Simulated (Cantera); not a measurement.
Charge: 1 mol Ti, 0.11 mol C3H8, 47 mol H2, equilibrated at 39.0 Pa.

Cantera equilibrium calculation (NASA polynomials, part measured and part estimated; ideal gas, pure solids and liquids). Candidate condensed phases: C, C6H6, C7H8, C8H18, Ti, TiC; 77 gas species. Mutual solubility and eutectic melting of coexisting phases are not modelled. TiC: taken at fixed stoichiometry. Condensed phases not in the tables: N, O or C dissolved in the metal. Rates play no part.

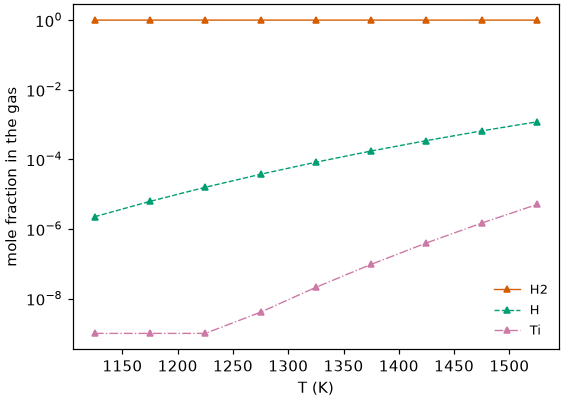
Equilibrium gas composition (values under 1e-9 drawn at 1e-9)

At 1125 K the condensed part is Ti(α) + TiC(s). From 1175 K to 1525 K the condensed part is Ti(β) + TiC(s).
